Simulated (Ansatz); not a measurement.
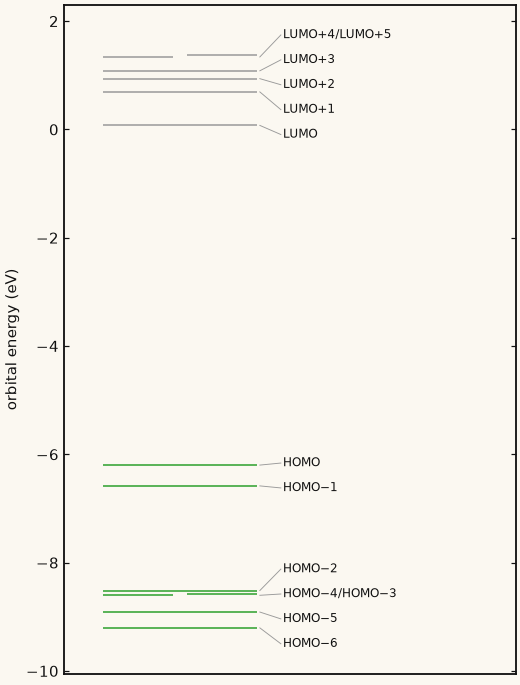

Kohn-Sham orbital energies near the frontier, PBE0/def2-TZVPP with the Ansatz code, at a PBE0-D4/def2-TZVP geometry (no frequency check), isolated molecule; empty levels in grey, levels within 0.03 eV side by side.

**Which molecule has this level scheme?**
A. C₆H₁₇FO₂SiSn, SMILES C[O][Sn]([F])([CH2][Si](C)(C)C)[O]C, singlet
B. C₇H₁₉HfNO₂, SMILES C[N](C)[Hf]([OH])([OH])[CH2]C(C)(C)C, singlet
C. C₆H₁₄Cl₂Ge, SMILES C[CH](C)[Ge]([Cl])([Cl])[CH](C)C, singlet
D. C₈H₂₀Si, SMILES CC(C)C[SiH2]CC(C)C

B. HOMO −6.20 eV, LUMO 0.07 eV, separation 6.27 eV.

Note: core potentials past krypton; spin-orbit coupling is left out, and with Hf it can shift these levels and split any degenerate set; one conformer of a flexible molecule; empty levels above zero depend strongly on the basis.
